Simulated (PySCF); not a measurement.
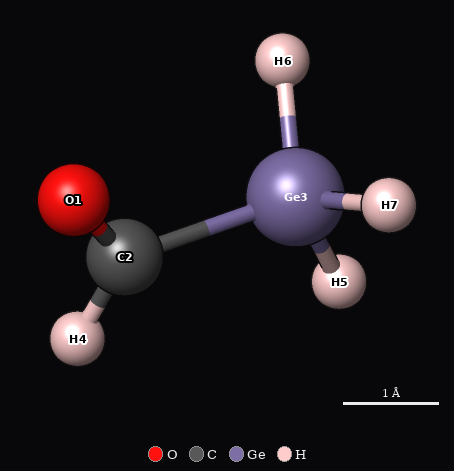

The structure as given in the input (ball-and-stick view, seen at a tilt; atoms are numbered from 1 in the order of the input). Sticks mark near contacts.

# Excited-state calculation, with input and output: CH₄GeO

- system: CH₄GeO, SMILES O=[CH][GeH3]
- method: TDDFT (PBEsol)/pc-1, RKS (PySCF 2.14.0)

The geometry was optimised with HF/pcseg-0.

The input (calc.py)
```python
from pyscf import gto, dft, tdscf

molecule = gto.Mole()
molecule.atom = '''
O   -0.112364  -1.781928   1.054416
C   -0.447078  -1.110856   0.090536
Ge   0.302950   0.750486  -0.103210
H   -1.138829  -1.521376  -0.644822
H   -0.262512   1.391210  -1.365551
H   -0.095729   1.555801   1.120242
H    1.814762   0.648563  -0.197211
'''
molecule.verbose = 3
molecule.charge = 0
molecule.basis = 'pc-1'
molecule.max_memory = 1860
molecule.build()

mf = dft.RKS(molecule, xc='pbesol')
mf = mf.density_fit()
mf.kernel()

e_final = mf.e_tot
print('Final energy', e_final)

td = tdscf.TDDFT(mf)
td.nstates = 8
td.kernel()
td.analyze()
roots = td.e * 27.211386
osc = td.oscillator_strength()
print('state   eV      nm      f')
for i, (w, f) in enumerate(zip(roots, osc), 1):
    print('%3d %9.4f %8.1f %9.5f' % (i, w, 1239.842 / w, f))
```

Command:
```bash
OMP_NUM_THREADS=1 python calc.py
```

What the program printed
```
WARN: Even tempered Gaussians are generated as DF auxbasis for  C O H Ge

converged SCF energy = -2190.23248741991
Final energy -2190.232487419907
Excitation energies (eV)
[3.12944936 5.78796011 5.83687964 5.99346788 6.28039546 6.83379006
 6.91407178 7.62386783]

** Singlet excitation energies and oscillator strengths **
state   eV      nm      f
  1    3.1294    396.2   0.00104
  2    5.7880    214.2   0.01715
  3    5.8369    212.4   0.00463
  4    5.9935    206.9   0.00117
  5    6.2804    197.4   0.10818
  6    6.8338    181.4   0.22818
  7    6.9141    179.3   0.00387
  8    7.6239    162.6   0.00149
```

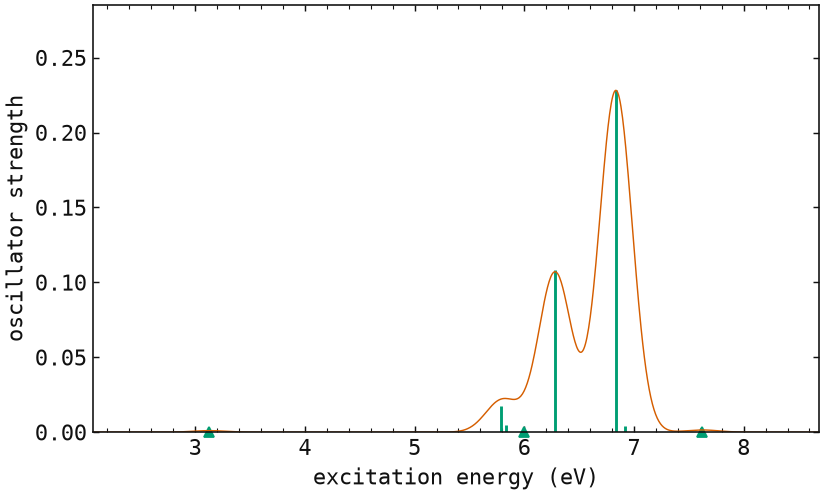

Computed excitations as sticks (degenerate states added up, dark ones marked on the axis), with a Gaussian envelope of 0.35 eV full width at half maximum, scaled to the tallest. Of the 8 states the lowest lies at 3.13 eV (f = 0.001); the strongest line is at 6.83 eV, or 181 nm (f = 0.228).

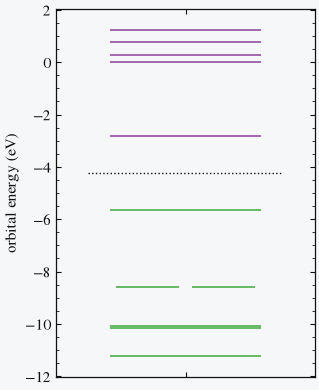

Orbital energies near the frontier; the dotted line parts filled from empty levels, and levels within 0.02 eV of each other stand side by side. Highest filled −5.65 eV, lowest empty −2.81 eV, 2.84 eV apart.

Key numbers

- outcome: converged
- total energy: −2190.232487 hartree
- basis functions: 75
- HOMO: −5.65 eV
- LUMO: −2.81 eV
- dipole moment: 1.96 D
- lowest excitation: 3.13 eV
- hardware: 1 thread of Arm Neoverse V1, 24 GiB of memory available, shared host
- wall time: 45 s
- peak memory: 0.43 GiB
